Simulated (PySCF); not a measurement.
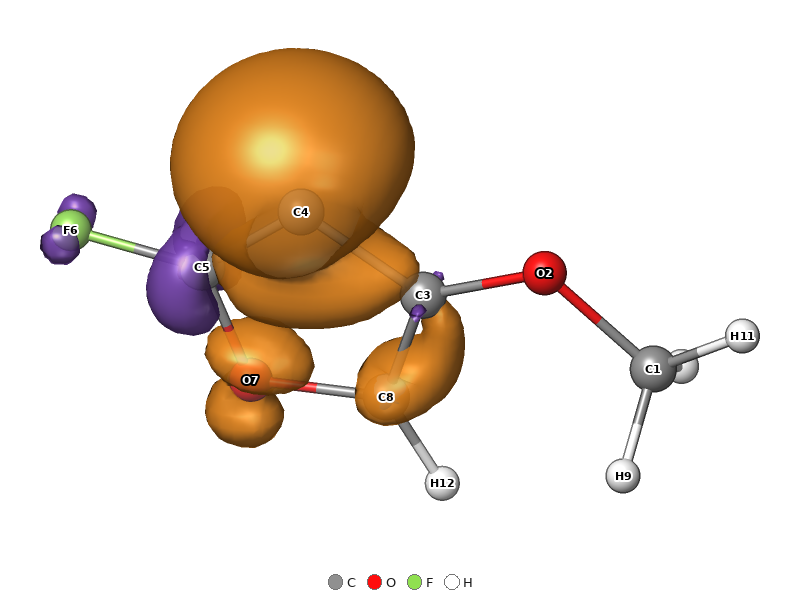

*C$_{5}$H$_{4}$FO$_{2}$ (doublet). Isosurfaces of the spin density at +0.02 (orange) and −0.02 e/Å³ (purple), seen at an oblique angle.*

Geometry: GFN2-xTB.

Method: UKS B3LYP, pcH-1 on C F H O, non-relativistic, mean-field spin-orbit, GIAO (PySCF 2.14.0, density-fitted response routines).

```xyz
12

C    -2.1115   -0.0251   -0.0148
O    -1.0869   -0.1234   -0.9793
C     0.1675   -0.0555   -0.5090
C     1.3388   -0.1362   -1.3022
C     2.3947   -0.0294   -0.4728
F     3.6955   -0.0428   -0.6953
O     1.9972    0.1149    0.7982
C     0.6298    0.0982    0.7722
H    -2.0439   -0.8373    0.7153
H    -2.0679    0.9342    0.5099
H    -3.0479   -0.1014   -0.5637
H     0.1358    0.2032    1.7154
```

Question: Describe the spin distribution.

Answer: The unpaired spin (1 electron) lies mostly on C4 (about 0.8), in electrons by Hirshfeld's partition.
